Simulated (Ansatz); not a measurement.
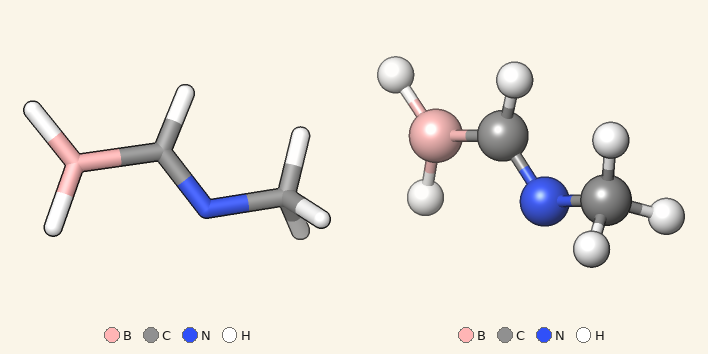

Both panels show the same species.

The computed structure is the end point of a PBE0-D4/def2-TZVP optimisation.

Identify the structure.

It has 10 atoms: 2 carbon, 6 hydrogen, 1 boron and 1 nitrogen (C2H6BN). SMILES: `B/C=N/C`. It has no ring. Among its groups: imine, B–H bond. This geometry has Cs symmetry. Coordination: 1 B trigonal planar; 1 C trigonal planar; 1 N bent; 1 C tetrahedral.

The parts below concern this one geometry. Atoms keep their numbers from picture to picture.

Shape

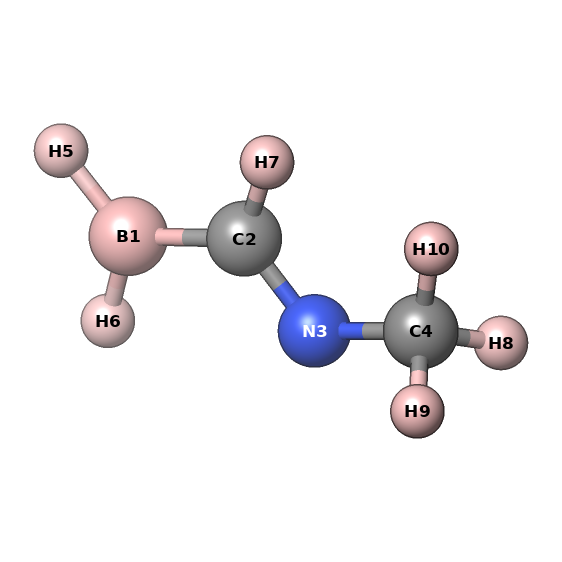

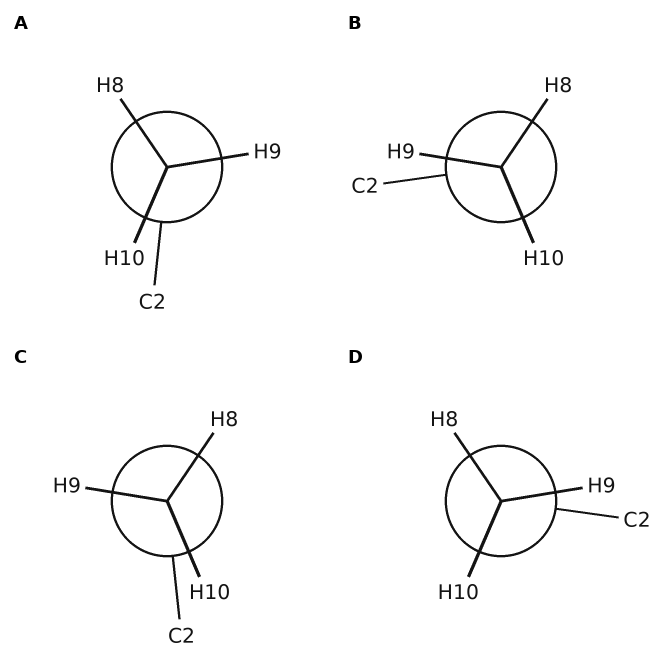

Depth is shown by fading: the farther an atom, the more it takes the colour of the background. Bonds that would overlap in a projection are set slightly apart.

**Which Newman projection shows the view along C4–N3, with C4 in front?**

A. The torsion angle H8–C4–N3–C2 is −123°, anticlinal.

Electronic properties

Properties computed with RKS r2SCAN-D4/def2-TZVPP (Ansatz 0.2.0).

Predict the main results.

- dipole moment: 1.86 D
- HOMO energy (Kohn–Sham orbital): −6.25 eV
- LUMO energy (Kohn–Sham orbital): −3.23 eV
- HOMO–LUMO gap: 3.02 eV
- dispersion correction: −3.5 kJ/mol

Vibrations

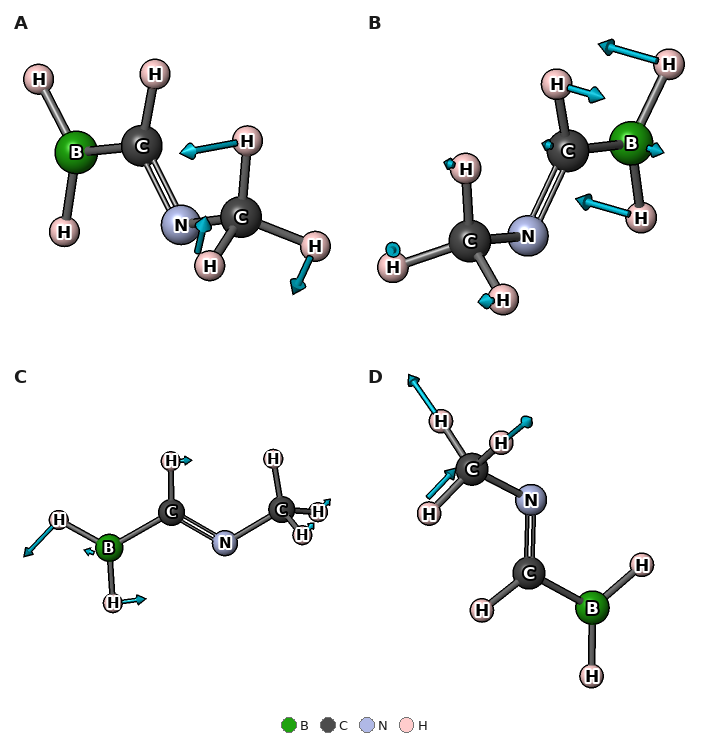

4 normal modes of one molecule or complex, as arrows. Harmonic vibrations computed with RKS PBE0-D4/def2-TZVP (Ansatz 0.2.0) at a stationary point of the same level.

**Match the panels to the wavenumbers 813 cm⁻¹, 1041 cm⁻¹, 1459 cm⁻¹, 3089 cm⁻¹.**

A: 1459 cm⁻¹, H–C–H bending
B: 1041 cm⁻¹
C: 813 cm⁻¹
D: 3089 cm⁻¹, out-of-phase stretching of 3 C–H bonds

Charges

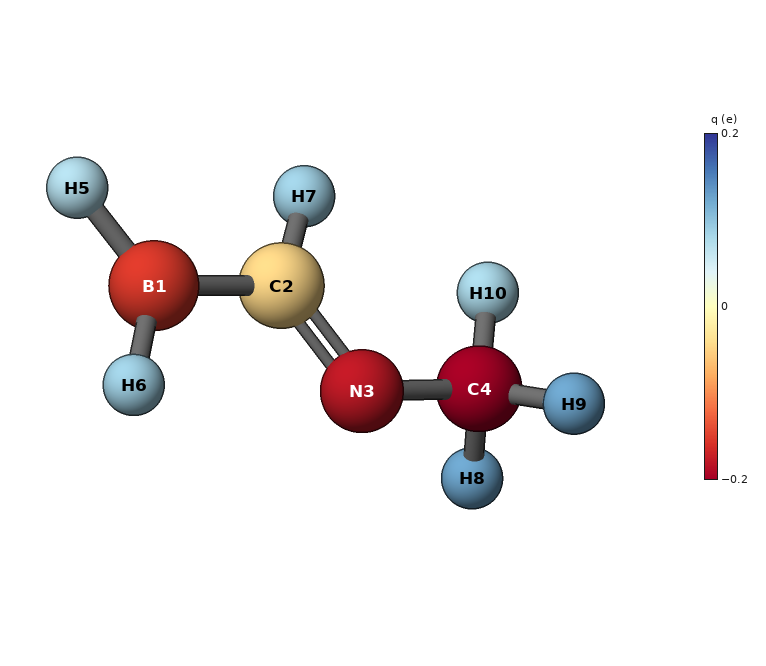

Atoms are coloured by their Mulliken charges. Level of theory: RKS ωB97M-V/def2-TZVPP (Ansatz 0.2.0).

**Which atom carries the highest charge (most positive or least negative)?**

H8, H9 (0.12 e).

**And the lowest?**

C4 (−0.20 e).

Give the Mulliken charges atom by atom.

| atom | value (e) |
| --- | --- |
| B1 | −0.15 |
| C2 | −0.05 |
| N3 | −0.18 |
| C4 | −0.20 |
| H5 | 0.07 |
| H6 | 0.09 |
| H7 | 0.09 |
| H8 | 0.12 |
| H9 | 0.12 |
| H10 | 0.08 |

Thermal motion

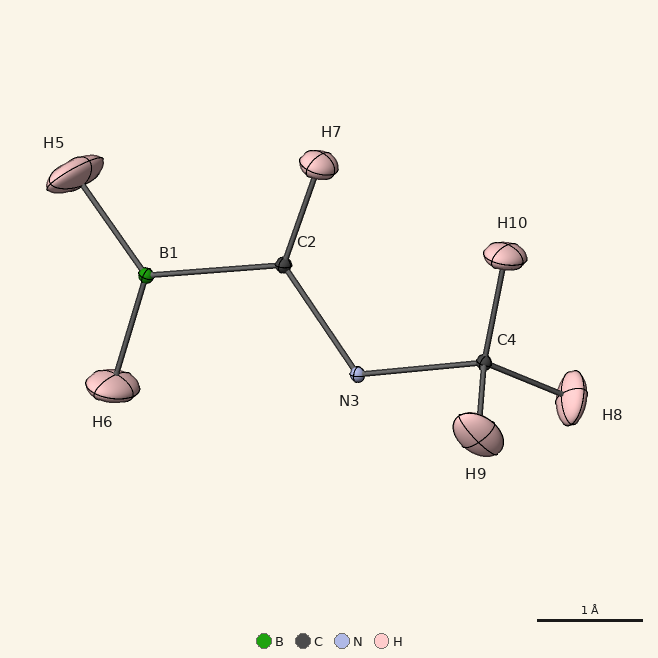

Displacement ellipsoids at the 50 % level, from the internal vibrations of the free molecule (harmonic, no overall translation or rotation; no half-axis is drawn under 0.075 Å). Vibrations computed with RKS PBE0-D4/def2-TZVP (Ansatz 0.2.0). Temperature: 0 K (zero-point motion alone).

**Which atom moves most?**

H5, with U_eq = 0.0378 Å².

**Does H5 move more along its bond or across it?**

Across it: the root-mean-square amplitude is 0.086 Å along the bond and up to 0.294 Å across, since bending and torsion are softer than stretching.

Give the displacement parameters, one line for each set of equivalent atoms.

```csv
atom,U_eq (Å²),rms amplitudes (Å)
B1,0.0014,"0.030, 0.041, 0.041"
C2,0.0020,"0.030, 0.040, 0.060"
N3,0.0014,"0.029, 0.036, 0.045"
C4,0.0012,"0.030, 0.036, 0.037"
H5,0.0378,"0.085, 0.141, 0.294"
H6,0.0259,"0.082, 0.151, 0.220"
H7,0.0136,"0.082, 0.117, 0.144"
"H8, H9",0.0194,"0.078, 0.128, 0.189"
H10,0.0160,"0.077, 0.128, 0.161"
```

Mulliken values depend strongly on the basis set and can even reverse the polarity of a bond.
